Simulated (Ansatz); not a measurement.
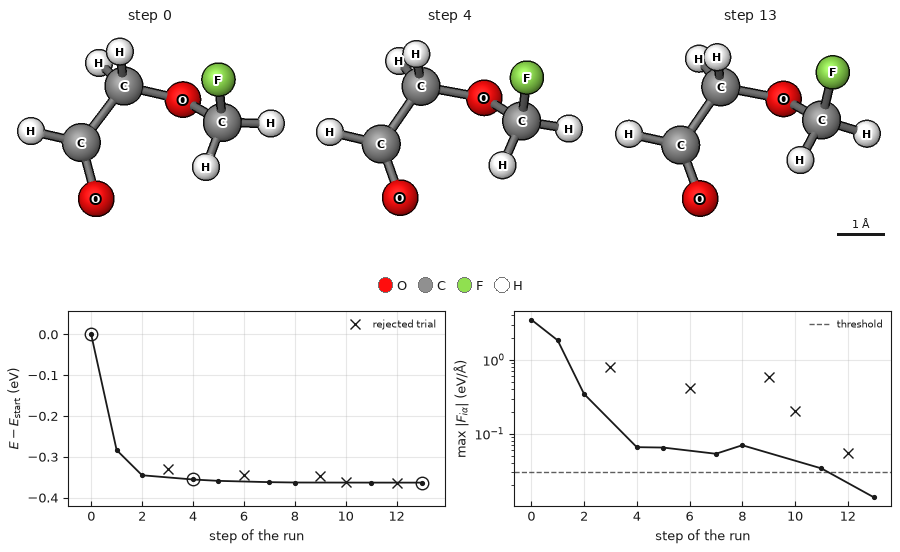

Frames of a relaxation of C3H5FO2 (coarse preliminary run), marked on the history of the run. A ball-and-stick model, seen at a tilt.

The start comes from a force field.

These are results of RKS PBE-D4/def2-SVP in Ansatz, not measurements.

The input:
```yaml
crystal:
  periodic: [false, false, false]
  atoms:
    - {symbol: O, position_ang: [1.441600, -1.400200, -0.709000]}
    - {symbol: C, position_ang: [1.232600, -0.917500, 0.413100]}
    - {symbol: C, position_ang: [-0.069400, -0.252500, 0.911200]}
    - {symbol: O, position_ang: [-1.060900, -0.185000, 0.032600]}
    - {symbol: C, position_ang: [-0.909900, 0.680800, -1.069500]}
    - {symbol: F, position_ang: [-0.591800, 1.921000, -0.544500]}
    - {symbol: H, position_ang: [2.077700, -0.975500, 1.159700]}
    - {symbol: H, position_ang: [-0.319600, -0.824700, 1.784900]}
    - {symbol: H, position_ang: [0.220900, 0.763200, 1.335300]}
    - {symbol: H, position_ang: [-0.109100, 0.347800, -1.688400]}
    - {symbol: H, position_ang: [-1.846800, 0.785600, -1.604900]}
basis:
  gaussian: {orbitals: def2-SVP}
hamiltonian: {xc: pbe, dispersion: d4}
relax: {f_tol: 0.03, max_steps: 200}
```

Run as
```bash
ansatz run in.yaml --threads 4 --pin off --events-out ev --progress --plain --max-ram 10444MiB
```

Q: Describe the path.

A: The energy falls by 0.363 eV in 8 accepted moves (13 points after the start). The largest force component goes from 3.5 to 0.014 eV/Å. The line search rejected the trial steps at points 3, 6, 9, 10, 12 of the run. F6 moves most after the best rigid fit: 0.35 Å. Largest moves by element: F 0.35 Å, H 0.30 Å, O 0.11 Å, C 0.10 Å. Near-neighbour distances that change, for instance: C3–O4 1.326 → 1.409 Å, C3–H8 1.074 → 1.113 Å, O1–C2 1.239 → 1.213 Å, C5–H11 1.084 → 1.110 Å. Among the angles between lasting bonds that change: O4–C3–H8 113.1° → 107.7°, O1–C2–H7 116.9° → 121.9°, O4–C5–F6 106.2° → 110.9°. From step 0 to 4: F6 moves most (0.18 Å), energy −0.355 eV. From step 4 to 13: F6 moves most (0.19 Å), energy −0.008 eV.
